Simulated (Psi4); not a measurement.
**Single-point calculation of BNH₄ (charge +1) (part 1 of 2)**

- system: BNH₄, charge +1, multiplicity 2
- method: r2SCAN/pcseg-4, UKS (Psi4 1.11)

The geometry is that of the parent species in another charge or spin state. The geometry comes from this level: PBE0-D4/def2-TZVP.

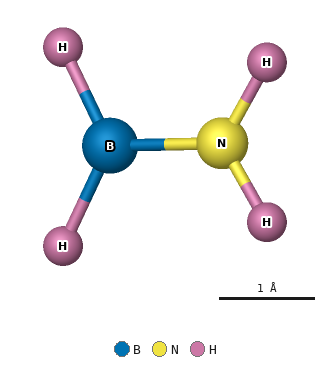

*The structure (ball-and-stick view, seen at a tilt).*

**Summary**

```json
{"quantity": "outcome", "value": "converged"}
{"quantity": "total energy", "value": "−81.608686 hartree"}
{"quantity": "basis functions", "value": "446"}
{"quantity": "⟨S²⟩", "value": "0.755"}
{"quantity": "hardware", "value": "1 thread of Intel Xeon @ 2.50GHz (Skylake/Cascade Lake), 189 GiB of memory available, shared host"}
{"quantity": "wall time", "value": "22 min"}
{"quantity": "peak memory", "value": "1.4 GiB"}
```

**Input (job.inp)**
```
memory 1600 MB

molecule {
  1 2
  B     -0.128200    -0.679600    -0.025600
  N      0.146100     0.677400     0.010800
  H      0.225800    -1.368000     0.887500
  H     -0.712000    -1.128700    -0.969200
  H     -0.121600     1.313700    -0.720800
  H      0.632000     1.121400     0.771300
  symmetry c1
}

set {
  basis pcseg-4
  reference uks
  puream true
  scf_type df
  dft_radial_points 99
  dft_spherical_points 590
  maxiter 150
}

energy("r2scan")
```

Run as:
```bash
psi4 -n 1 job.inp job.out
```

**Output**
```
Psi4 1.11 release

   => Loading Basis Set <=

    Name: PCSEG-4
    Role: ORBITAL
    Keyword: BASIS

         ---------------------------------------------------------
                                   SCF
                              UKS Reference
                        1 Threads,   1525 MiB Core
         ---------------------------------------------------------

  ==> Geometry <==

    Molecular point group: c1
    Full point group: C1

    Geometry (in Angstrom), charge = 1, multiplicity = 2:

       Center              X                  Y                   Z               Mass
    ------------   -----------------  -----------------  -----------------  -----------------
         B           -0.150884644032    -0.746453663855    -0.020020501748    11.009305360000
         N            0.123415355968     0.610546336145     0.016379498252    14.003074004430
         H            0.203115355968    -1.434853663855     0.893079498252     1.007825032230
         H           -0.734684644032    -1.195553663855    -0.963620501748     1.007825032230
         H           -0.144284644032     1.246846336145    -0.715220501748     1.007825032230
         H            0.609315355968     1.054546336145     0.776879498252     1.007825032230

  Running in c1 symmetry.

  Rotational constants: A =      4.63645  B =      0.92433  C =      0.77069 [cm^-1]
  Rotational constants: A = 138997.27363  B =  27710.84607  C =  23104.64580 [MHz]
  Nuclear repulsion =   32.316093047941223

  Charge       = 1
  Multiplicity = 2
  Electrons    = 15
  Nalpha       = 8
  Nbeta        = 7

  ==> Algorithm <==

  SCF Algorithm Type is DF.
  DIIS enabled.
  MOM disabled.
  Fractional occupation disabled.
  Guess Type is SAD.
  Energy threshold   = 1.00e-06
  Density threshold  = 1.00e-06
  Integral threshold = 1.00e-12

  ==> Primary Basis <==

  Basis Set: PCSEG-4
    Blend: PCSEG-4
    Number of shells: 114
    Number of basis functions: 446
    Number of Cartesian functions: 580
    Spherical Harmonics?: true
    Max angular momentum: 5

  ==> DFT Potential <==

   => LibXC <=

    Version 7.1.2

   => Composite Functional: R2SCAN <=

    r2SCAN Meta-GGA XC Functional  (0.1021/acs.jpclett.0c02405)

    Deriv               =              1
    GGA                 =           TRUE
    Meta                =           TRUE

    Exchange Hybrid     =          FALSE
    MP2 Hybrid          =          FALSE

   => Exchange Functionals <=

    1.0000   XC_MGGA_X_R2SCAN

   => Correlation Functionals <=

    1.0000   XC_MGGA_C_R2SCAN

   => LibXC Density Thresholds  <==

    XC_MGGA_C_R2SCAN:  1.00E-15
    XC_MGGA_X_R2SCAN:  1.00E-11

   => Molecular Quadrature <=

    Radial Scheme          =       TREUTLER
    Pruning Scheme         =           NONE
    Nuclear Scheme         =       TREUTLER

    Blocking Scheme        =         OCTREE
    BS radius alpha        =              1
    Pruning alpha          =              1
    Radial Points          =             99
    Spherical Points       =            590
    Total Points           =         337954
    Total Blocks           =           2447
    Max Points             =            256
    Max Functions          =            431
    Weights Tolerance      =       1.00E-15

   => Loading Basis Set <=

    Name: (PCSEG-4 AUX)
    Role: JKFIT
    Keyword: DF_BASIS_SCF

  ==> Integral Setup <==

  DFHelper Memory: AOs need 0.956 GiB; user supplied 0.956 GiB.
  SCF_SUBTYPE=INCORE selected. In-core MEM_DF algorithm will be used.
  Using in-core AOs.

  ==> MemDFJK: Density-Fitted J/K Matrices <==

    J tasked:                   Yes
    K tasked:                    No
    wK tasked:                   No
    Memory [MiB]:               978
    Algorithm:                 Core
    Schwarz Cutoff:           1E-12
    Mask sparsity (%):       3.3944
    Fitting Condition:        1E-10

   => Auxiliary Basis Set <=

  Basis Set: (PCSEG-4 AUX)
    Blend: CC-PV5Z-JKFIT
    Number of shells: 132
    Number of basis functions: 624
    Number of Cartesian functions: 904
    Spherical Harmonics?: true
    Max angular momentum: 6

  Cached 2.0% of DFT collocation blocks in 0.149 [GiB].

  Minimum eigenvalue in the overlap matrix is 5.0374361253E-06.
  Reciprocal condition number of the overlap matrix is 4.2969875146E-07.
    Using symmetric orthogonalization.

  ==> Pre-Iterations <==

  SCF Guess: Superposition of Atomic Densities via on-the-fly atomic UHF (no occupation information).

   -------------------------
    Irrep   Nso     Nmo
   -------------------------
     A        446     446
   -------------------------
    Total     446     446
   -------------------------

  ==> Iterations <==

                           Total Energy        Delta E     RMS |[F,P]|

   @DF-UKS iter SAD:   -81.37127411392440   -8.13713e+01   0.00000e+00
   @DF-UKS iter   1:   -81.33347681919862    3.77973e-02   1.83272e-03 DIIS/ADIIS
   @DF-UKS iter   2:   -80.54691383271451    7.86563e-01   2.99544e-03 DIIS/ADIIS
   @DF-UKS iter   3:   -81.53531876287231   -9.88405e-01   6.79341e-04 DIIS/ADIIS
   @DF-UKS iter   4:   -81.51817414337458    1.71446e-02   8.41625e-04 DIIS/ADIIS
   @DF-UKS iter   5:   -81.57564629852766   -5.74722e-02   5.21690e-04 DIIS/ADIIS
   @DF-UKS iter   6:   -81.60310175700488   -2.74555e-02   2.18808e-04 DIIS/ADIIS
   @DF-UKS iter   7:   -81.60804168194339   -4.93992e-03   7.08212e-05 DIIS
   @DF-UKS iter   8:   -81.60867205787306   -6.30376e-04   1.14469e-05 DIIS
   @DF-UKS iter   9:   -81.60868676286731   -1.47050e-05   1.26388e-06 DIIS
   @DF-UKS iter  10:   -81.60869217821686   -5.41535e-06   2.80953e-06 DIIS
   @DF-UKS iter  11:   -81.60868620773427    5.97048e-06   6.30051e-07 DIIS
   @DF-UKS iter  12:   -81.60868600745710    2.00277e-07   1.05423e-07 DIIS
  Energy and wave function converged.

  ==> Post-Iterations <==

   Electrons on quadrature grid:
      Nalpha   =    8.0000000201 ; deviation = 2.014e-08
      Nbeta    =    7.0000000214 ; deviation = 2.144e-08
      Ntotal   =   15.0000000416 ; deviation = 4.158e-08

   @Spin Contamination Metric:   4.716345950E-03
   @S^2 Expected:                7.500000000E-01
   @S^2 Observed:                7.547163460E-01
   @S   Expected:                5.000000000E-01
   @S   Observed:                5.000000000E-01

    Orbital Energies [Eh]
    ---------------------

    Alpha Occupied:

       1A    -14.583318     2A     -6.911702     3A     -1.234631
       4A     -0.843232     5A     -0.837629     6A     -0.705485
       7A     -0.633354     8A     -0.549110

    Alpha Virtual:

       9A     -0.295891    10A     -0.205504    11A     -0.155078
      12A     -0.098370    13A     -0.097361    14A     -0.089054
      15A     -0.064553    16A     -0.058162    17A     -0.044391
      18A     -0.038911    19A     -0.032726    20A     -0.019094
      21A     -0.011976    22A      0.005861    23A      0.017037
      24A      0.035349    25A      0.057569    26A      0.059436
      27A      0.063351    28A      0.093659    29A      0.107047
      30A      0.118500    31A      0.122134    32A      0.128481
      33A      0.149868    34A      0.169706    35A      0.173547
      36A      0.184942    37A      0.204799    38A      0.225658
      39A      0.249539    40A      0.249622    41A      0.272415
      42A      0.284105    43A      0.294902    44A      0.308713
      45A      0.339049    46A      0.349658    47A      0.358901
      48A      0.371438    49A      0.383357    50A      0.398228
      51A      0.419788    52A      0.438052    53A      0.447124
      54A      0.461687    55A      0.464590    56A      0.505534
      57A      0.513853    58A      0.520380    59A      0.553597
      60A      0.554119    61A      0.595383    62A      0.617688
      63A      0.700274    64A      0.720584    65A      0.740912
      66A      0.756185    67A      0.767940    68A      0.816510
      69A      0.847673    70A      0.873712    71A      0.886052
      72A      0.897836    73A      0.919686    74A      0.923531
      75A      0.939657    76A      0.958564    77A      0.975621
      78A      0.977207    79A      0.984968    80A      1.007453
      81A      1.043522    82A      1.050384    83A      1.070816
      84A      1.079659    85A      1.107352    86A      1.121386
      87A      1.157770    88A      1.158642    89A      1.173394
      90A      1.182493    91A      1.191606    92A      1.238029
      93A      1.249546    94A      1.252098    95A      1.277659
      96A      1.321620    97A      1.342996    98A      1.362548
      99A      1.386360   100A      1.393401   101A      1.403201
     102A      1.413945   103A      1.432843   104A      1.471593
     105A      1.474305   106A      1.507086   107A      1.587744
     108A      1.593762   109A      1.654247   110A      1.768405
     111A      1.780343   112A      1.802881   113A      1.830610
     114A      1.835831   115A      1.909664   116A      1.929581
     117A      1.949355   118A      1.962971   119A      1.993610
     120A      2.148211   121A      2.166144   122A      2.189799
     123A      2.195363   124A      2.253958   125A      2.270889
     126A      2.274141   127A      2.369365   128A      2.409411
     129A      2.426579   130A      2.446635   131A      2.455784
     132A      2.501538   133A      2.542727   134A      2.575893
     135A      2.615008   136A      2.710115   137A      2.739490
     138A      2.798988   139A      2.812590   140A      2.818997
     141A      2.875131   142A      2.878112   143A      2.879944
     144A      2.959820   145A      2.982460   146A      2.985519
     147A      3.025564   148A      3.042002   149A      3.093682
     150A      3.166066   151A      3.181630   152A      3.212718
     153A      3.265256   154A      3.270660   155A      3.285861
     156A      3.323452   157A      3.397450   158A      3.416188
     159A      3.417345   160A      3.475633   161A      3.479282
     162A      3.497721   163A      3.528679   164A      3.579492
     165A      3.594282   166A      3.605280   167A      3.618806
     168A      3.676603   169A      3.710791   170A      3.720907
     171A      3.723285   172A      3.726689   173A      3.788103
     174A      3.789113   175A      3.799376   176A      3.826482
     177A      3.854155   178A      3.862774   179A      3.891752
     180A      3.912616   181A      4.000859   182A      4.029977
     183A      4.038394   184A      4.069046   185A      4.134970
     186A      4.166199   187A      4.168846   188A      4.204369
     189A      4.264059   190A      4.304153   191A      4.313876
     192A      4.316027   193A      4.363224   194A      4.408437
     195A      4.470152   196A      4.487959   197A      4.524198
     198A      4.623171   199A      4.627230   200A      4.633159
     201A      4.730158   202A      4.795830   203A      4.820730
     204A      4.846934   205A      4.847081   206A      4.898250
     207A      4.900714   208A      4.971696   209A      5.084548
     210A      5.086099   211A      5.133484   212A      5.154703
     213A      5.366447   214A      5.449416   215A      5.481241
     216A      5.516080   217A      5.658853   218A      5.660538
     219A      5.774597   220A      5.795224   221A      5.802576
     222A      5.807140   223A      5.927203   224A      6.009102
     225A      6.047211   226A      6.085888   227A      6.163455
     228A      6.251550   229A      6.278098   230A      6.307336
     231A      6.407421   232A      6.457026   233A      6.464772
     234A      6.630296   235A      6.658784   236A      6.949720
     237A      7.018581   238A      7.061367   239A      7.092977
     240A      7.436055   241A      7.474250   242A      7.524704
     243A      7.567441   244A      7.732749   245A      7.778642
     246A      7.822557   247A      7.885250   248A      7.971794
     249A      8.036209   250A      8.052280   251A      8.326727
     252A      8.425691   253A      8.483440   254A      8.522029
     255A      8.621672   256A      8.623279   257A      8.774644
     258A      8.780077   259A      8.790320   260A      8.864449
     261A      8.867029   262A      8.900978   263A      8.918704
     264A      8.946027   265A      9.030020   266A      9.032300
     267A      9.037915   268A      9.148390   269A      9.166518
     270A      9.220965   271A      9.253250   272A      9.345057
     273A      9.348775   274A      9.434934   275A      9.467384
     276A      9.541827   277A      9.586928   278A      9.630255
     279A      9.677254   280A      9.691636   281A      9.765329
     282A      9.798280   283A      9.842372   284A      9.868116
     285A      9.879693   286A      9.900837   287A     10.025474
     288A     10.045896   289A     10.093674   290A     10.097086
     291A     10.143132   292A     10.176163   293A     10.206034
     294A     10.250841   295A     10.329352   296A     10.563899
     297A     10.599552   298A     10.810797   299A     10.840591
     300A     10.879250   301A     10.905713   302A     10.956414
     303A     11.052727   304A     11.227757   305A     11.307020
     306A     11.340098   307A     11.464933   308A     11.468472
     309A     11.576297   310A     11.608975   311A     11.634557
     312A     11.710306   313A     11.741535   314A     11.764689
     315A     11.919022   316A     12.078212   317A     12.088242
     318A     12.326892   319A     12.338187   320A     12.458339
     321A     12.480532   322A     12.493376   323A     12.664443
     324A     12.671350   325A     12.703838   326A     12.785599
     327A     12.799475   328A     12.853123   329A     12.904291
     330A     12.985543   331A     13.053965   332A     13.078407
     333A     13.087934   334A     13.114067   335A     13.252532
     336A     13.272467   337A     13.327054   338A     13.422130
     339A     13.460122   340A     13.643134   341A     13.647834
     342A     13.764332   343A     14.111637   344A     14.207843
```
